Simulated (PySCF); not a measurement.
Geometry relaxation, with input and output: GeH2ClO

GeH2ClO, multiplicity 2, SMILES [O][GeH2][Cl], computed with MP2/3-21G, UHF (PySCF 2.14.0).

The geometry comes from this level: PBE0-D4/def2-TZVP. Figures and captions count atoms from 1; the log counts them from 0 in places.

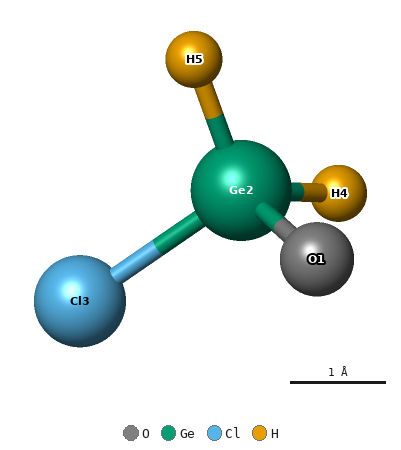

Figure 1. The starting structure (ball-and-stick view, seen at a tilt; atoms are numbered from 1 in the order of the input). Sticks mark near contacts.

**Summary**

| quantity | value |
| --- | --- |
| outcome | converged |
| total energy | −2598.450763 hartree |
| SCF energy | −2598.269009 hartree |
| correlation energy | −0.181753 hartree |
| basis functions | 48 |
| ⟨S²⟩ | 0.757 |
| hardware | 1 thread of Arm Neoverse V1, 24 GiB of memory available, shared host |
| wall time | 16 s |
| peak memory | 0.24 GiB |

**Input file (calc.py)**
```python
from pyscf import gto, mp
from pyscf.geomopt.geometric_solver import kernel as optimise

mol = gto.M(
    atom='''
O       -0.272400      -0.591800       1.625500
Ge       0.123700      -0.081200      -0.034500
Cl      -1.347100       1.290100      -0.778900
H        0.081000      -1.343800      -0.899000
H        1.464600       0.653000       0.045400
''',
    basis='3-21g',
    verbose=3,
    spin=1,
    max_memory=1860,
)

myscf = mol.UHF()
myscf.conv_tol = 1e-10
myscf.kernel()
if not myscf.converged:
    myscf = myscf.newton().run(myscf.mo_coeff, myscf.mo_occ)
pt = mp.MP2(myscf, frozen=15).run()
converged, mol_eq = optimise(pt, maxsteps=60, convergence_set='GAU_TIGHT')
print('converged:', converged)
print(mol_eq.tostring())

myscf.reset(mol_eq)
mol = mol_eq
myscf.kernel()
if not myscf.converged:
    myscf = myscf.newton().run(myscf.mo_coeff, myscf.mo_occ)
pt = mp.MP2(myscf, frozen=15).run()
etot = pt.e_tot
print(f'total energy: {etot:.8f} hartree')
```

Launch command:
```bash
OMP_NUM_THREADS=1 python calc.py
```

**What the program printed**
```
WARN: HOMO -0.37181869631325 >= LUMO -0.37181869631325

converged SCF energy = -2598.26708036809  <S^2> = 0.75593148  2S+1 = 2.0059227
E(UMP2) = -2598.44697714942  E_corr = -0.179896781332569
E(SCS-UMP2) = -2598.44797918969  E_corr = -0.180898821600473

#|     Arguments passed to driver run_optimizer():      |#
convergence_set           GAU_TIGHT
customengine              <pyscf.geomopt.geometric_solver.PySCFEngine object>
maxiter                   60
----------------------------------------------------------
Custom engine selected.
Bonds will be generated from interatomic distances less than 1.20 times sum of covalent radii
15 internal coordinates being used (instead of 15 Cartesians)
Internal coordinate system (atoms numbered from 1):
Distance 1-2
Distance 2-3
Distance 2-4
Distance 2-5
Angle 1-2-3
Angle 1-2-4
Angle 1-2-5
Angle 3-2-4
Angle 3-2-5
Angle 4-2-5
Translation-X 1-5
Translation-Y 1-5
Translation-Z 1-5
Rotation-A 1-5
Rotation-B 1-5
Rotation-C 1-5
<class 'geometric.internal.Distance'> : 4
<class 'geometric.internal.Angle'> : 6
<class 'geometric.internal.TranslationX'> : 1
<class 'geometric.internal.TranslationY'> : 1
<class 'geometric.internal.TranslationZ'> : 1
<class 'geometric.internal.RotationA'> : 1
<class 'geometric.internal.RotationB'> : 1
<class 'geometric.internal.RotationC'> : 1
> ===== Optimization Info: ====
> Job type: Energy minimization
> Maximum number of optimization cycles: 60
> Initial / maximum trust radius (Angstrom): 0.100 / 0.300
> Convergence Criteria:
> Will converge when all 5 criteria are reached:
>  |Delta-E| < 1.00e-06
>  RMS-Grad  < 1.00e-05
>  Max-Grad  < 1.50e-05
>  RMS-Disp  < 4.00e-05
>  Max-Disp  < 6.00e-05
> === End Optimization Info ===

Geometry optimization cycle 1
Cartesian coordinates (Angstrom)
 Atom        New coordinates             dX        dY        dZ
   O  -0.272400  -0.591800   1.625500    0.000000  0.000000  0.000000
  Ge   0.123700  -0.081200  -0.034500    0.000000  0.000000  0.000000
  Cl  -1.347100   1.290100  -0.778900    0.000000 -0.000000  0.000000
   H   0.081000  -1.343800  -0.899000    0.000000  0.000000  0.000000
   H   1.464600   0.653000   0.045400    0.000000  0.000000  0.000000

WARN: Mole.unit (angstrom) is changed to Bohr

converged SCF energy = -2598.26708036809  <S^2> = 0.75593168  2S+1 = 2.0059229
E(UMP2_Scanner) = -2598.44697715209  E_corr = -0.179896783996697
E(SCS-UMP2_Scanner) = -2598.44797919029  E_corr = -0.180898822201934
--------------- UMP2_Scanner gradients ---------------
         x                y                z
0 O     0.0006749617     0.0035147938    -0.0084186206
1 Ge    -0.0229205557     0.0200396714    -0.0088223244
2 Cl     0.0246161093    -0.0239264895     0.0145271419
3 H    -0.0007314340     0.0008429509     0.0016691301
4 H    -0.0016390813    -0.0004709266     0.0010446729
----------------------------------------------
cycle 1: E = -2598.44697715  dE = -2598.45  norm(grad) = 0.0498594
Step    0 : Gradient = 2.230e-02/3.728e-02 (rms/max) Energy = -2598.4469771521
Hessian Eigenvalues: 5.00000e-02 5.00000e-02 5.00000e-02 ... 2.22015e-01 2.37427e-01 2.76427e-01

Geometry optimization cycle 2
Cartesian coordinates (Angstrom)
 Atom        New coordinates             dX        dY        dZ
   O  -0.256764  -0.617499   1.656934    0.015636 -0.025699  0.031434
  Ge   0.126450  -0.090228  -0.019383    0.002750 -0.009028  0.015117
  Cl  -1.389448   1.339668  -0.821705   -0.042348  0.049568 -0.042805
   H   0.094614  -1.348846  -0.899759    0.013614 -0.005046 -0.000759
   H   1.474948   0.643206   0.042414    0.010348 -0.009794 -0.002986
converged SCF energy = -2598.26892225292  <S^2> = 0.75667573  2S+1 = 2.0066646
E(UMP2_Scanner) = -2598.45060669228  E_corr = -0.18168443935638
E(SCS-UMP2_Scanner) = -2598.45170096967  E_corr = -0.182778716752865
--------------- UMP2_Scanner gradients ---------------
         x                y                z
0 O    -0.0001905327    -0.0008821608     0.0021447476
1 Ge    -0.0045671807     0.0054735998    -0.0048828036
2 Cl     0.0031964128    -0.0031940766     0.0020714545
3 H     0.0007409491    -0.0007567528     0.0003059350
4 H     0.0008203515    -0.0006406096     0.0003606666
----------------------------------------------
cycle 2: E = -2598.45060669  dE = -0.00362954  norm(grad) = 0.0103544
Step    1 : Displace = 4.175e-02/7.799e-02 (rms/max) Trust = 1.000e-01 (=) Grad = 4.631e-03/8.641e-03 (rms/max) E (change) = -2598.4506066923 (-3.630e-03) Quality = 1.064
Hessian Eigenvalues: 5.00000e-02 5.00000e-02 5.00000e-02 ... 1.96906e-01 2.38357e-01 2.87741e-01

Geometry optimization cycle 3
Cartesian coordinates (Angstrom)
 Atom        New coordinates             dX        dY        dZ
   O  -0.255553  -0.619493   1.659375    0.001211 -0.001994  0.002441
  Ge   0.132275  -0.097472  -0.012590    0.005825 -0.007243  0.006792
  Cl  -1.389794   1.342543  -0.827296   -0.000345  0.002875 -0.005590
   H   0.090133  -1.347291  -0.902352   -0.004481  0.001555 -0.002592
   H   1.472739   0.648013   0.041363   -0.002210  0.004808 -0.001051
converged SCF energy = -2598.26902069041  <S^2> = 0.75659233  2S+1 = 2.0065815
E(UMP2_Scanner) = -2598.45075148065  E_corr = -0.18173079023568
E(SCS-UMP2_Scanner) = -2598.45184554196  E_corr = -0.182824851546657
--------------- UMP2_Scanner gradients ---------------
         x                y                z
0 O     0.0000319756    -0.0001045389     0.0001741587
1 Ge    -0.0013385468     0.0012266837    -0.0006326692
2 Cl     0.0007165410    -0.0007158421     0.0004637734
3 H     0.0003494499    -0.0001247063     0.0000344833
4 H     0.0002405802    -0.0002815964    -0.0000397461
----------------------------------------------
cycle 3: E = -2598.45075148  dE = -0.000144788  norm(grad) = 0.00229294
Step    2 : Displace = 6.955e-03/1.151e-02 (rms/max) Trust = 1.414e-01 (+) Grad = 1.025e-03/1.923e-03 (rms/max) E (change) = -2598.4507514806 (-1.448e-04) Quality = 1.227
Hessian Eigenvalues: 5.00000e-02 5.00000e-02 5.00000e-02 ... 1.94251e-01 2.38510e-01 2.90029e-01

Geometry optimization cycle 4
Cartesian coordinates (Angstrom)
 Atom        New coordinates             dX        dY        dZ
   O  -0.254825  -0.620364   1.660151    0.000728 -0.000871  0.000776
  Ge   0.135029  -0.100017  -0.011242    0.002754 -0.002545  0.001349
  Cl  -1.389258   1.343081  -0.829216    0.000535  0.000538 -0.001921
   H   0.086933  -1.347567  -0.903265   -0.003200 -0.000276 -0.000913
   H   1.471921   0.651168   0.042072   -0.000818  0.003154  0.000709
converged SCF energy = -2598.26900941847  <S^2> = 0.75657559  2S+1 = 2.0065648
E(UMP2_Scanner) = -2598.45076208718  E_corr = -0.181752668706484
E(SCS-UMP2_Scanner) = -2598.45185773448  E_corr = -0.182848316010102
--------------- UMP2_Scanner gradients ---------------
         x                y                z
0 O    -0.0000195886     0.0000326356    -0.0000402607
1 Ge    -0.0001208746     0.0000173104     0.0001405510
2 Cl     0.0000005140    -0.0000097983     0.0000198246
3 H     0.0000831245    -0.0000011243    -0.0000511293
4 H     0.0000568247    -0.0000390234    -0.0000689855
----------------------------------------------
cycle 4: E = -2598.45076209  dE = -1.06065e-05  norm(grad) = 0.00023929
Step    3 : Displace = 2.977e-03/3.985e-03 (rms/max) Trust = 2.000e-01 (+) Grad = 1.070e-04/1.862e-04 (rms/max) E (change) = -2598.4507620872 (-1.061e-05) Quality = 1.067
Hessian Eigenvalues: 5.00000e-02 5.00000e-02 5.00000e-02 ... 1.97859e-01 2.39238e-01 2.90689e-01

Geometry optimization cycle 5
Cartesian coordinates (Angstrom)
 Atom        New coordinates             dX        dY        dZ
   O  -0.254306  -0.620648   1.659990    0.000519 -0.000284 -0.000161
  Ge   0.135361  -0.100145  -0.011459    0.000332 -0.000127 -0.000217
  Cl  -1.389037   1.343111  -0.829599    0.000221  0.000030 -0.000383
   H   0.086108  -1.347792  -0.903081   -0.000826 -0.000225  0.000184
   H   1.471674   0.651775   0.042649   -0.000247  0.000607  0.000577
converged SCF energy = -2598.26900951994  <S^2> = 0.75657421  2S+1 = 2.0065634
E(UMP2_Scanner) = -2598.45076241824  E_corr = -0.181752898305097
E(SCS-UMP2_Scanner) = -2598.4518578666  E_corr = -0.182848346666205
--------------- UMP2_Scanner gradients ---------------
         x                y                z
0 O    -0.0000183835     0.0000202257    -0.0000157594
1 Ge     0.0000129901    -0.0000359744     0.0000569450
2 Cl    -0.0000337027     0.0000234617    -0.0000003372
3 H     0.0000283093     0.0000087625    -0.0000144847
4 H     0.0000107868    -0.0000164755    -0.0000263637
----------------------------------------------
cycle 5: E = -2598.45076242  dE = -3.31059e-07  norm(grad) = 9.77665e-05
Step    4 : Displace = 6.745e-04/8.743e-04 (rms/max) Trust = 2.828e-01 (+) Grad = 4.372e-05/6.860e-05 (rms/max) E (change) = -2598.4507624182 (-3.311e-07) Quality = 1.408
Hessian Eigenvalues: 4.99998e-02 5.00000e-02 5.00000e-02 ... 1.95216e-01 2.42185e-01 2.89658e-01

Geometry optimization cycle 6
Cartesian coordinates (Angstrom)
 Atom        New coordinates             dX        dY        dZ
   O  -0.253902  -0.620891   1.659910    0.000404 -0.000242 -0.000080
  Ge   0.135415  -0.100122  -0.011587    0.000054  0.000023 -0.000128
  Cl  -1.388815   1.343096  -0.829887    0.000222 -0.000015 -0.000288
   H   0.085601  -1.347915  -0.902946   -0.000507 -0.000122  0.000135
   H   1.471502   0.652131   0.043010   -0.000172  0.000356  0.000361
converged SCF energy = -2598.26900955793  <S^2> = 0.75657465  2S+1 = 2.0065639
E(UMP2_Scanner) = -2598.45076249596  E_corr = -0.181752938035541
E(SCS-UMP2_Scanner) = -2598.45185772855  E_corr = -0.182848170624225
--------------- UMP2_Scanner gradients ---------------
         x                y                z
0 O    -0.0000088512     0.0000044233     0.0000036578
1 Ge     0.0000236679    -0.0000139026    -0.0000053645
2 Cl    -0.0000142638     0.0000092797     0.0000011875
3 H     0.0000005439     0.0000012535     0.0000007871
4 H    -0.0000010967    -0.0000010539    -0.0000002679
----------------------------------------------
cycle 6: E = -2598.4507625  dE = -7.77218e-08  norm(grad) = 3.44872e-05
Step    5 : Displace = 4.375e-04/5.370e-04 (rms/max) Trust = 3.000e-01 (+) Grad = 1.542e-05/2.797e-05 (rms/max) E (change) = -2598.4507624960 (-7.772e-08) Quality = 1.353
Hessian Eigenvalues: 4.99992e-02 5.00000e-02 5.00000e-02 ... 1.90623e-01 2.35415e-01 2.91522e-01

Geometry optimization cycle 7
Cartesian coordinates (Angstrom)
 Atom        New coordinates             dX        dY        dZ
   O  -0.253803  -0.620964   1.659920    0.000099 -0.000074  0.000009
  Ge   0.135375  -0.100099  -0.011576   -0.000040  0.000023  0.000011
  Cl  -1.388751   1.343094  -0.829974    0.000065 -0.000002 -0.000086
   H   0.085526  -1.347905  -0.902921   -0.000074  0.000010  0.000025
   H   1.471452   0.652174   0.043051   -0.000049  0.000043  0.000041
converged SCF energy = -2598.26900958752  <S^2> = 0.75657498  2S+1 = 2.0065642
E(UMP2_Scanner) = -2598.45076249645  E_corr = -0.18175290892507
E(SCS-UMP2_Scanner) = -2598.45185763246  E_corr = -0.18284804493496
--------------- UMP2_Scanner gradients ---------------
         x                y                z
0 O    -0.0000025987     0.0000007330     0.0000023021
1 Ge     0.0000076071    -0.0000023879    -0.0000061760
2 Cl    -0.0000027784     0.0000012823     0.0000012787
3 H    -0.0000009971     0.0000003229     0.0000013448
4 H    -0.0000012330     0.0000000497     0.0000012504
----------------------------------------------
cycle 7: E = -2598.4507625  dE = -4.84306e-10  norm(grad) = 1.14585e-05
Step    6 : Displace = 9.104e-05/1.255e-04 (rms/max) Trust = 3.000e-01 (=) Grad = 5.124e-06/1.009e-05 (rms/max) E (change) = -2598.4507624964 (-4.843e-10) Quality = 0.144
Hessian Eigenvalues: 4.99931e-02 5.00000e-02 5.00000e-02 ... 1.67426e-01 2.07401e-01 2.89157e-01

Geometry optimization cycle 8
Cartesian coordinates (Angstrom)
 Atom        New coordinates             dX        dY        dZ
   O  -0.253779  -0.620987   1.659931    0.000024 -0.000022  0.000012
  Ge   0.135354  -0.100092  -0.011560   -0.000021  0.000007  0.000016
  Cl  -1.388734   1.343097  -0.830001    0.000017  0.000003 -0.000028
   H   0.085519  -1.347894  -0.902918   -0.000008  0.000011  0.000003
   H   1.471440   0.652175   0.043048   -0.000012  0.000001 -0.000002
converged SCF energy = -2598.26900948146  <S^2> = 0.7565751  2S+1 = 2.0065643
E(UMP2_Scanner) = -2598.45076248922  E_corr = -0.181753007759333
E(SCS-UMP2_Scanner) = -2598.451857601  E_corr = -0.182848119539862
--------------- UMP2_Scanner gradients ---------------
         x                y                z
0 O     0.0000000993    -0.0000001926     0.0000002664
1 Ge    -0.0000001043     0.0000005180    -0.0000009795
2 Cl     0.0000003549    -0.0000003998     0.0000002505
3 H    -0.0000002104    -0.0000000446     0.0000001814
4 H    -0.0000001396     0.0000001190     0.0000002812
----------------------------------------------
cycle 8: E = -2598.45076249  dE = 7.22412e-09  norm(grad) = 1.37728e-06
```

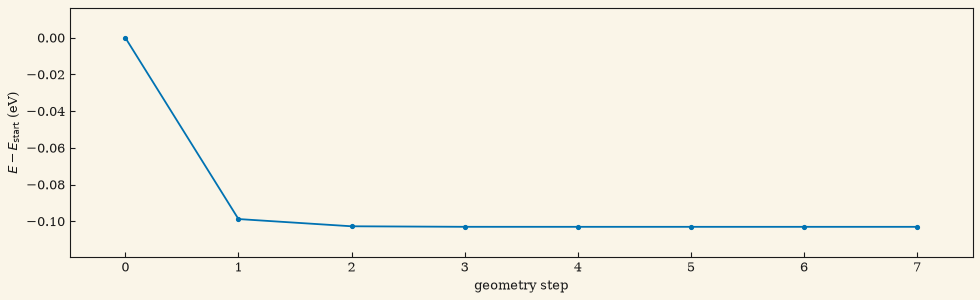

Figure 2. Progress of the relaxation, step by step (steps are counted from 0).

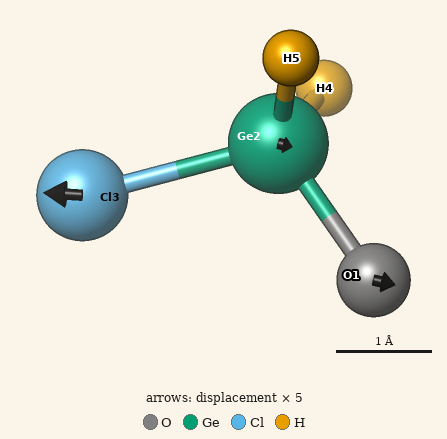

Figure 3. The starting structure with the displacements as black arrows, magnified 5 times (ball-and-stick view, seen on its broad side). The two geometries are laid on each other by the best rigid fit. After 7 geometry steps the energy has fallen by 0.103 eV. The largest force component goes from 1.3 to under 0.0001 eV/Å. The largest move after the best rigid fit is that of Cl3, 0.085 Å. By element the largest moves are Cl 0.085 Å, O 0.049 Å, Ge 0.032 Å, H 0.007 Å. Among the contacts that change: Ge2–Cl3 2.144 → 2.253 Å, O1–Ge2 1.781 → 1.793 Å. (Atoms are counted from 1 in the order of the input.)

```
Step    7 : Displace = 2.587e-05/3.564e-05 (rms/max) Trust = 4.552e-05 (-) Grad = 6.159e-07/1.113e-06 (rms/max) E (change) = -2598.4507624892 (+7.224e-09) Quality = -20.338
Hessian Eigenvalues: 4.99931e-02 5.00000e-02 5.00000e-02 ... 1.67426e-01 2.07401e-01 2.89157e-01
Converged! =D

converged: True
O          -0.25377915       -0.62098663        1.65993149
Ge          0.13535415       -0.10009197       -0.01156010
Cl         -1.38873378        1.34309740       -0.83000142
H           0.08551865       -1.34789377       -0.90291831
H           1.47144013        0.65217497        0.04304833
converged SCF energy = -2598.26900948146  <S^2> = 0.75657496  2S+1 = 2.0065642
E(UMP2) = -2598.45076250612  E_corr = -0.181753024657507
E(SCS-UMP2) = -2598.45185761695  E_corr = -0.182848135484044
total energy: -2598.45076251 hartree
```

**Trajectory as extended XYZ (Å, eV, eV/Å), 8 frames, from step=0 to step=7**
```
5
Properties=species:S:1:pos:R:3:forces:R:3 step=0 energy=-70707.34434
O    -0.2724   -0.5918    1.6255   -0.0347  -0.1807   0.4329
Ge    0.1237   -0.0812   -0.0345    1.1786  -1.0305   0.4537
Cl   -1.3471    1.2901   -0.7789   -1.2658   1.2304  -0.7470
H     0.0810   -1.3438   -0.8990    0.0376  -0.0433  -0.0858
H     1.4646    0.6530    0.0454    0.0843   0.0242  -0.0537
5
Properties=species:S:1:pos:R:3:forces:R:3 step=1 energy=-70707.44310
O    -0.2568   -0.6175    1.6569    0.0098   0.0454  -0.1103
Ge    0.1265   -0.0902   -0.0194    0.2349  -0.2815   0.2511
Cl   -1.3894    1.3397   -0.8217   -0.1644   0.1642  -0.1065
H     0.0946   -1.3488   -0.8998   -0.0381   0.0389  -0.0157
H     1.4749    0.6432    0.0424   -0.0422   0.0329  -0.0185
5
Properties=species:S:1:pos:R:3:forces:R:3 step=2 energy=-70707.44704
O    -0.2556   -0.6195    1.6594   -0.0016   0.0054  -0.0090
Ge    0.1323   -0.0975   -0.0126    0.0688  -0.0631   0.0325
Cl   -1.3898    1.3425   -0.8273   -0.0368   0.0368  -0.0238
H     0.0901   -1.3473   -0.9024   -0.0180   0.0064  -0.0018
H     1.4727    0.6480    0.0414   -0.0124   0.0145   0.0020
5
Properties=species:S:1:pos:R:3:forces:R:3 step=3 energy=-70707.44733
O    -0.2548   -0.6204    1.6602    0.0010  -0.0017   0.0021
Ge    0.1350   -0.1000   -0.0112    0.0062  -0.0009  -0.0072
Cl   -1.3893    1.3431   -0.8292    0.0000   0.0005  -0.0010
H     0.0869   -1.3476   -0.9033   -0.0043   0.0001   0.0026
H     1.4719    0.6512    0.0421   -0.0029   0.0020   0.0035
5
Properties=species:S:1:pos:R:3:forces:R:3 step=4 energy=-70707.44734
O    -0.2543   -0.6206    1.6600    0.0009  -0.0010   0.0008
Ge    0.1354   -0.1001   -0.0115   -0.0007   0.0019  -0.0029
Cl   -1.3890    1.3431   -0.8296    0.0017  -0.0012   0.0000
H     0.0861   -1.3478   -0.9031   -0.0015  -0.0005   0.0007
H     1.4717    0.6518    0.0426   -0.0006   0.0008   0.0014
5
Properties=species:S:1:pos:R:3:forces:R:3 step=5 energy=-70707.44734
O    -0.2539   -0.6209    1.6599    0.0005  -0.0002  -0.0002
Ge    0.1354   -0.1001   -0.0116   -0.0012   0.0007   0.0003
Cl   -1.3888    1.3431   -0.8299    0.0007  -0.0005  -0.0001
H     0.0856   -1.3479   -0.9029    0.0000  -0.0001   0.0000
H     1.4715    0.6521    0.0430    0.0001   0.0001   0.0000
5
Properties=species:S:1:pos:R:3:forces:R:3 step=6 energy=-70707.44734
O    -0.2538   -0.6210    1.6599    0.0001   0.0000  -0.0001
Ge    0.1354   -0.1001   -0.0116   -0.0004   0.0001   0.0003
Cl   -1.3888    1.3431   -0.8300    0.0001  -0.0001  -0.0001
H     0.0855   -1.3479   -0.9029    0.0001   0.0000  -0.0001
H     1.4715    0.6522    0.0431    0.0001   0.0000  -0.0001
5
Properties=species:S:1:pos:R:3:forces:R:3 step=7 energy=-70707.44734
O    -0.2538   -0.6210    1.6599    0.0000   0.0000   0.0000
Ge    0.1354   -0.1001   -0.0116    0.0000   0.0000   0.0001
Cl   -1.3887    1.3431   -0.8300    0.0000   0.0000   0.0000
H     0.0855   -1.3479   -0.9029    0.0000   0.0000   0.0000
H     1.4714    0.6522    0.0430    0.0000   0.0000   0.0000
```
